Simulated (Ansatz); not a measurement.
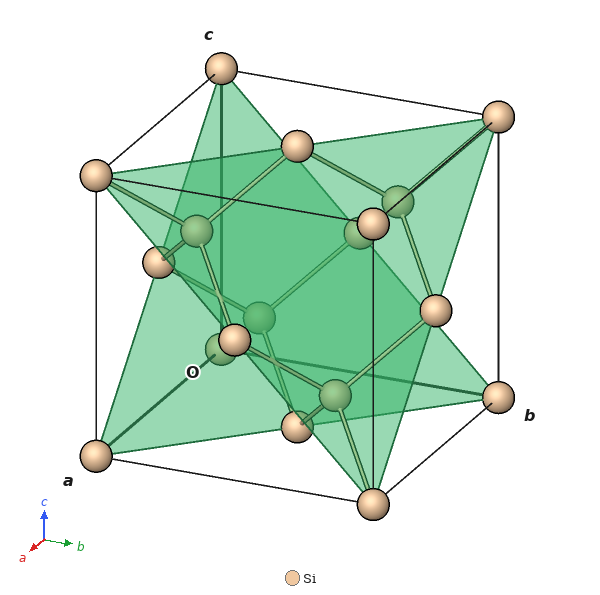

For Si, the input geometry of an electronic-structure calculation (not necessarily at equilibrium): every member of one family of equally spaced planes, hx + ky + lz = a whole number, that cuts the unit cell is shaded (one member passes through the origin O, touching the cell only at an edge or corner). Geometry calculated from the standardised cell; symmetry tolerance 0.002 Å.

a = 5.402 Å, b = 5.402 Å, c = 5.402 Å, α = 90.00°, β = 90.00°, γ = 90.00°.

**Index the planes.**

(1 1 1); the opposite sign names the same planes. The member next to the origin meets the axes a at 1, b at 1, c at 1.

**What is the spacing?**

d = 3.119 Å.

**Which atoms of the cell lie in these planes (within 0.03 Å)?**

4 of the 8 Si.
